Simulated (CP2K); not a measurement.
**C6H18OSi2 (hexamethyldisiloxane): a first try and a second**

Aim: energy and gradient of C6H18OSi2 (hexamethyldisiloxane) at GFN2-xTB.

The results are computed with CP2K 2026.2.

2 further runs of the same task are left out: 2 set aside as unsound or not needed.

## Step 1: The structure to begin with

C6H18OSi2: 27 atoms, total charge 0, spin state singlet. As SMILES, `C[Si](C)(C)O[Si](C)(C)C`. Geometry: relaxed at GFN2-xTB. This is one conformer, not always the lowest.

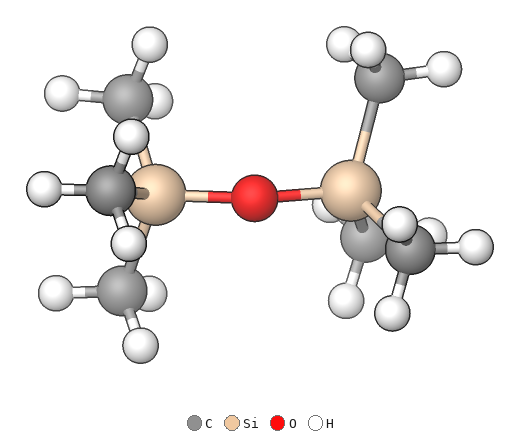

The structure, seen from a chosen angle (carbon grey, silicon light orange, oxygen red, hydrogen white).

## Step 2: The input as first written

Input file gas.inp:

```
&GLOBAL
    PROJECT gas
    RUN_TYPE ENERGY_FORCE
    PRINT_LEVEL MEDIUM
&END GLOBAL

&FORCE_EVAL
    METHOD QS
    &DFT
        &QS
            METHOD PM7
            EPS_DEFAULT 1.0E-10
            &XTB
                GFN_TYPE TBLITE
                &TBLITE
                    METHOD GFN2
                &END TBLITE
                CHECK_ATOMIC_CHARGES F
            &END XTB
        &END QS
        &POISSON
            PERIODIC NONE
            POISSON_SOLVER ANALYTIC
        &END POISSON
        &SCF
            SCF_GUESS ATOMIC
            EPS_SCF 1.0E-06
            MAX_SCF 150
            ADDED_MOS 2
            &DIAGONALIZATION
                ALGORITHM STANDARD
            &END DIAGONALIZATION
            &MIXING
                METHOD DIRECT_P_MIXING
                ALPHA 0.4
            &END MIXING
        &END SCF
        &PRINT
            &MOMENTS
                PERIODIC F
                REFERENCE COM
                MAX_MOMENT 1
            &END MOMENTS
            &MO ON
                ENERGIES T
                OCCUPATION_NUMBERS T
                NDIGITS 6
                &EACH
                    QS_SCF 0
                &END EACH
                ADD_LAST NUMERIC
            &END MO
            &HIRSHFELD OFF
            &END HIRSHFELD
        &END PRINT
    &END DFT
    &SUBSYS
        &CELL
            ABC 17 18 19.4
            PERIODIC NONE
        &END CELL
        &COORD
            C     -1.279680    -2.102230     1.297630
            Si     0.126160    -0.818930     1.372630
            C     -0.322650     0.594550     2.568940
            C      1.782940    -1.626820     1.846790
            O      0.339510    -0.203730    -0.124260
            Si     0.026600     0.727370    -1.428670
            C      0.633010     2.495240    -1.060700
            C     -1.849120     0.720810    -1.763560
            C      0.989660    -0.054130    -2.871930
            H     -1.058030    -2.882960     0.576230
            H     -1.438380    -2.579110     2.259670
            H     -2.216650    -1.640790     1.000340
            H     -1.252900     1.073530     2.277780
            H     -0.441580     0.237900     3.587140
            H      0.448720     1.358920     2.576390
            H      1.733850    -2.081170     2.831270
            H      2.586860    -0.897400     1.859670
            H      2.057930    -2.402500     1.138820
            H      0.099370     2.925910    -0.218740
            H      0.489540     3.152720    -1.912400
            H      1.690600     2.502430    -0.814360
            H     -2.102370     1.300500    -2.645510
            H     -2.214220    -0.290140    -1.918730
            H     -2.398250     1.140330    -0.925720
            H      0.854400     0.510670    -3.788980
            H      2.053860    -0.089380    -2.660200
            H      0.660820    -1.071600    -3.059560
        &END COORD
        &TOPOLOGY
            &CENTER_COORDINATES
            &END CENTER_COORDINATES
        &END TOPOLOGY
    &END SUBSYS
    &PRINT
        &FORCES ON
        &END FORCES
    &END PRINT
&END FORCE_EVAL
```

Launch:

```
$ OMP_NUM_THREADS=1 cp2k.psmp -i gas.inp -o gas.out
```

What it wrote:

```text
*******************************************************************************
 *   ___                                                                       *
 *  /   \                                                                      *
 * [ABORT]                                                                     *
 *  \___/                    invalid value for enumeration:PM7                 *
 *    |                                                                        *
 *  O/|                                                                        *
 * /| |                                                                        *
 * / \                                     input/input_enumeration_types.F:215 *
 *******************************************************************************

 ===== Routine Calling Stack =====

            6 val_create_parsing
            5 section_vals_parse
            4 section_vals_parse
            3 section_vals_parse
            2 section_vals_parse
            1 read_input

Program received signal SIGABRT: Process abort signal.

Backtrace for this error:
#0  0x43b257eaf957 in ???
#1  0x43b278764cac in __pthread_kill_implementation
#2  0x43b27870bfb7 in raise
#3  0x43b2786f5d37 in abort
#4  0x43b258582d83 in ???
#5  0x43b258584297 in ???
#6  0x43b258584497 in ???
#7  0x43b2586e226f in ???
#8  0x43b2586f183b in ???
#9  0x43b2586f367b in ???
#10  0x43b2586f38f7 in ???
#11  0x43b2586f38f7 in ???
#12  0x43b2586f38f7 in ???
#13  0x43b257fc9807 in ???
#14  0x43b258834e8b in ???
#15  0x43b258839d0b in ???
#16  0x43b257f50db3 in ???
#17  0x43b257f4ef13 in ???
#18  0x43b2786f6573 in __libc_start_call_main
#19  0x43b2786f6657 in __libc_start_main_impl
#20  0x43b257f4f06f in ???
#21  0xffffffffffffffff in ???
```

It took 0.35 s on 1 thread of Arm Neoverse N1, shared host; peak memory 0.13 GiB.

## Step 3: Diagnosis

The program refused the input.

The log says `\___/                    invalid value for enumeration:PM7`. The fault: the keyword for the method is given a word that it doesn't take.

## Step 4: The mended input

Input file run.inp:

```
&force_eval
    method Quickstep
    &dft
        # Quickstep
        &qs
            method XTB
            eps_default 1.0E-10
            &xtb
                gfn_type TBLITE
                &tblite
                    method GFN2
                &end tblite
                check_atomic_charges F
            &end xtb
        &end qs
        &poisson
            periodic NONE
            poisson_solver ANALYTIC
        &end poisson
        # self-consistent field
        &scf
            scf_guess ATOMIC
            eps_scf 1.0E-06
            max_scf 150
            added_mos 2
            &diagonalization
                algorithm STANDARD
            &end diagonalization
            &mixing
                method DIRECT_P_MIXING
                alpha 0.4
            &end mixing
        &end scf
        &print
            &moments
                periodic F
                reference COM
                max_moment 1
            &end moments
            &mo ON
                energies T
                occupation_numbers T
                ndigits 6
                &each
                    qs_scf 0
                &end each
                add_last NUMERIC
            &end mo
            &hirshfeld OFF
            &end hirshfeld
        &end print
    &end dft
    # atoms, cell and kinds
    &subsys
        # box in angstrom
        &cell
            abc 17 18 19.4
            periodic NONE
        &end cell
        &coord
            C     -1.279680    -2.102230     1.297630
            Si     0.126160    -0.818930     1.372630
            C     -0.322650     0.594550     2.568940
            C      1.782940    -1.626820     1.846790
            O      0.339510    -0.203730    -0.124260
            Si     0.026600     0.727370    -1.428670
            C      0.633010     2.495240    -1.060700
            C     -1.849120     0.720810    -1.763560
            C      0.989660    -0.054130    -2.871930
            H     -1.058030    -2.882960     0.576230
            H     -1.438380    -2.579110     2.259670
            H     -2.216650    -1.640790     1.000340
            H     -1.252900     1.073530     2.277780
            H     -0.441580     0.237900     3.587140
            H      0.448720     1.358920     2.576390
            H      1.733850    -2.081170     2.831270
            H      2.586860    -0.897400     1.859670
            H      2.057930    -2.402500     1.138820
            H      0.099370     2.925910    -0.218740
            H      0.489540     3.152720    -1.912400
            H      1.690600     2.502430    -0.814360
            H     -2.102370     1.300500    -2.645510
            H     -2.214220    -0.290140    -1.918730
            H     -2.398250     1.140330    -0.925720
            H      0.854400     0.510670    -3.788980
            H      2.053860    -0.089380    -2.660200
            H      0.660820    -1.071600    -3.059560
        &end coord
        &topology
            &center_coordinates
            &end center_coordinates
        &end topology
    &end subsys
    # extra output
    &print
        &forces ON
        &end forces
    &end print
&end force_eval

&global
    project run
    run_type ENERGY_FORCE
    print_level MEDIUM
&end global
```

Launch:

```
$ OMP_NUM_THREADS=1 cp2k.psmp run.inp > run.out
```

What it wrote:

```text
CP2K| version string:                                       CP2K version 2026.2
[...]
 GLOBAL| Method name                                                        CP2K
[...]
 GLOBAL| Run type                                                   ENERGY_FORCE
[...]
                             - Atoms:                                         27
[...]
                             - Spherical basis functions:                     64
[...]
 Number of electrons:                                                         56
[...]
  *** SCF run converged in    16 steps ***
[...]
  Fermi energy:                                                -0.17839710382102
[...]
 TB_DIPOLE| Moment [Debye]         -0.15893245       0.09806374       0.05333511
 TB_DIPOLE| Derivative [a.u.]       0.00000000       0.00000000       0.00000000
[...]
 ENERGY| Total FORCE_EVAL ( QS ) energy [hartree]            -29.622170401535829
 FORCES| Atomic forces [hartree/bohr]
 FORCES|   Atom     x               y               z               |f|
 FORCES|      1 -1.93415977E-06 -2.87580157E-05  2.19673235E-05   3.62398640E-05
 FORCES|      2  1.21488078E-04 -1.76437322E-04  2.07596050E-04   2.98304545E-04
 FORCES|      3  4.34380710E-05 -2.84116308E-06  4.27443902E-05   6.10083692E-05
 FORCES|      4 -4.90826481E-05 -3.75530179E-05  4.62761910E-05   7.72063556E-05
 FORCES|      5 -1.64794763E-04  2.00693908E-04 -1.46199492E-04   2.98009480E-04
 FORCES|      6  5.66462926E-05 -8.04969361E-05  1.87447318E-05   1.00199422E-04
 FORCES|      7  5.57094357E-05  4.81593610E-05 -9.87453342E-05   1.23180787E-04
 FORCES|      8  6.77630165E-06 -5.17257053E-05 -6.85481154E-05   8.61412269E-05
 FORCES|      9  4.83122524E-05  5.57177461E-05 -1.69248697E-04   1.84617611E-04
 FORCES|     10 -7.49757009E-06  7.31324252E-06  8.34664047E-06   1.33926652E-05
 FORCES|     11  1.13627658E-05  1.83228566E-05 -2.54501076E-05   3.33548721E-05
 FORCES|     12 -1.87870412E-06 -6.86690432E-07 -6.14711261E-06   6.46436899E-06
 FORCES|     13 -1.38656490E-05  9.14739835E-06 -2.61155023E-06   1.68152108E-05
[...]
```

Run time: 0.59 s. Hardware: 1 thread of Arm Neoverse N1, shared host; peak memory 0.14 GiB.

## Step 5: Outcome

Level: GFN2-xTB.

```
                                 quantity         value
                             total energy  -29.62217 Eh
dipole moment (from atomic charges alone)        0.19 D
                              HOMO energy     -10.31 eV
                              LUMO energy      -3.98 eV
                            HOMO–LUMO gap       6.34 eV
                 largest force on an atom    0.015 eV/Å
```

The dipole comes from point charges on the atoms alone, without atomic dipoles, so it is partial.
